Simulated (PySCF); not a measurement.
Molecule: Pb(OH)(SiH3), SMILES [OH][Pb][SiH3]. Atoms near the plane z = 0.6 Å, at the CAM-B3LYP/def2-SVP optimised geometry (x, y, z in Å): Pb1 (-0.5, -1.7, 0.0), O2 (1.6, -1.7, 0.0), H3 (2.0, -0.8, 0.0), Si4 (-0.7, 1.1, 0.0), H5 (-2.0, 1.7, 0.3), H7 (0.3, 1.7, 1.0).

Calculation: CAM-B3LYP/def2-TZVP, def2 effective core potentials past Kr (PySCF). The core electrons that the potentials of Pb replace are not part of the density. The values are rescaled to run from 0 to 1.

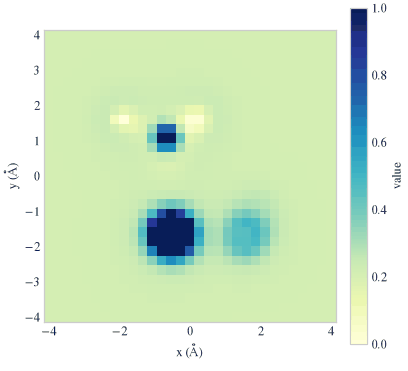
a field on the plane z = 0.6 Å.

### Question
Which quantity is mapped?
A) electron localisation function
B) Laplacian of the electron density
C) log10 of the electron density
D) deformation density (molecule minus spherical neutral atoms)

### Answer
B, Laplacian of the electron density. In full: Laplacian of the electron density (e/bohr⁵), clipped to [-1.50, 1.50].
